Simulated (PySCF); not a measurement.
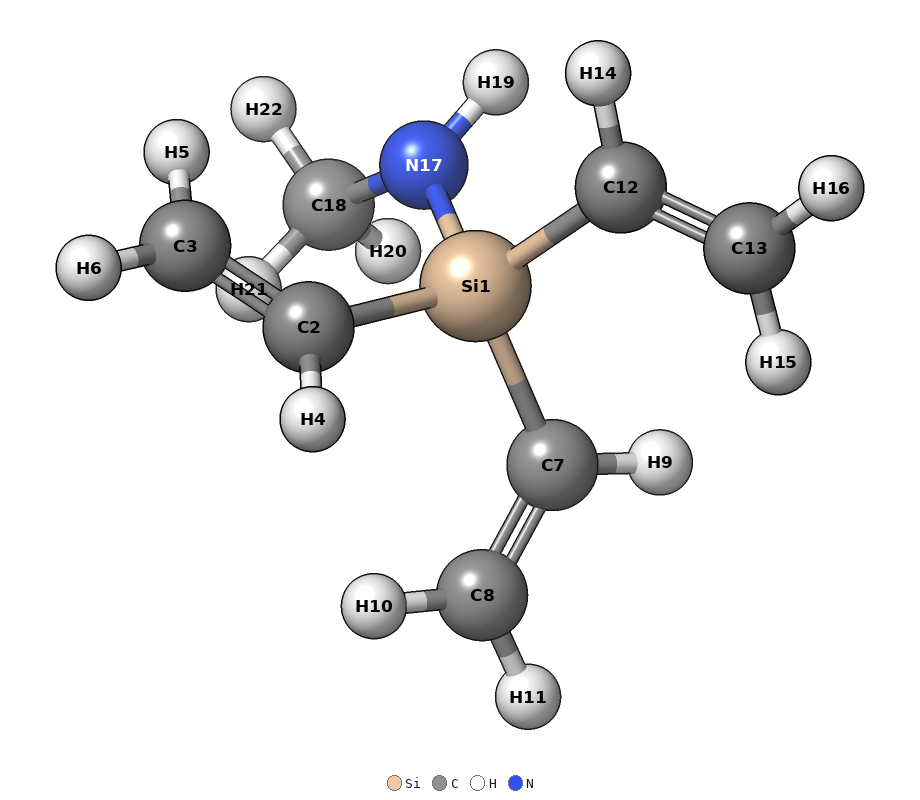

Computed geometry: PBE0-D3(BJ)/def2-SVP optimisation. No frequency run is at hand to confirm it as a minimum. Method: delta-SCF UKS SCAN, pcX-2 on the ionised atom (unc-x2c-TZVPall on a metal), pcseg-1 elsewhere, spin-free X2C (PySCF 2.14.0).

Give the core-electron binding energies (to vacuum; p and d levels without spin–orbit splitting) of Si1 1s, Si1 2p, C2 1s, C3 1s, N17 1s, C18 1s.

```tsv
atom	level	binding energy (eV)
Si1	1s	1845.9
Si1	2p	106.2
C2	1s	289.6
C3	1s	290.0
N17	1s	403.9
C18	1s	291.3
```
